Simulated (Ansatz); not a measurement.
Sn: pressure series

Consider Sn (space group I4_1/amd, No. 141).

Space group I4₁/amd, origin choice 1 (No. 141); a = 5.9471 Å, b = 5.9471 Å, c = 3.2122 Å, α = 90.00°, β = 90.00°, γ = 90.00°

```
atom  site  symmetry       x       y       z
----  ----  --------  ------  ------  ------
Sn      4a      -4m2  0.0000  0.0000  0.0000
```
(The calculation used a cell of 2 atoms; values per cell refer to that cell.)

Cell and atoms are relaxed at each pressure.

Level of theory: PBE (Ansatz, a first-principles code; PAW; 420 eV plane waves; no spin-orbit coupling), earlier PAW set.

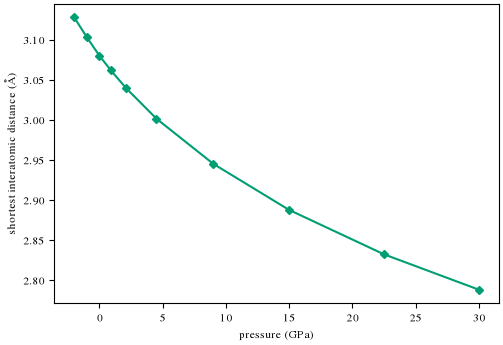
Shortest interatomic distance against pressure

```
pressure (GPa)  shortest interatomic distance
--------------  -----------------------------
-2                                   312.8 pm
-1                                   310.3 pm
0.9                                  306.2 pm
2.1                                  304.0 pm
4.5                                  300.2 pm
9                                    294.5 pm
15                                   288.8 pm
22.5                                 283.2 pm
30                                   278.8 pm
```

Load acts through the strain it causes; cell and atoms are relaxed under it. No phonon test of stability was made. Measured, Sn leaves this structure (for a body-centred tetragonal phase) near 8 GPa (temperature not stated; as listed in Olga Degtyareva, NATO science for peace and security series. B, Physics and biophysics (2010)).
